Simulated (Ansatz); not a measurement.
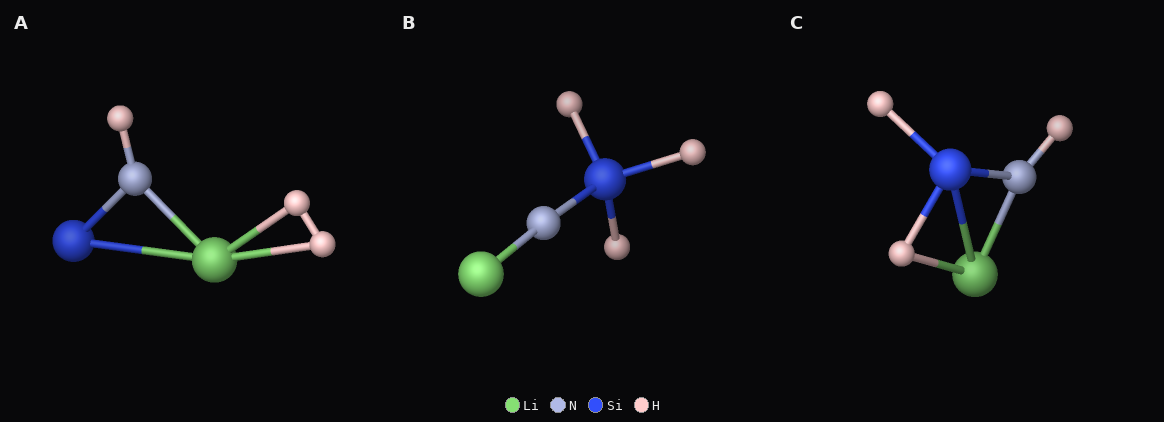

3 stationary structures of one formula. The species is neutral and a spin doublet. Geometries: PBE-D4/def2-SVP. Electronic energies: PBE-D4/def2-SVP (Ansatz 0.2.0), without zero-point energy. No frequency run is at hand to confirm each as a minimum.

Question: Which is lowest in energy, and by how much?

Answer: C is lowest (C1); A lies 16.3 kcal/mol above it (Cs), B lies 26.9 kcal/mol above it.
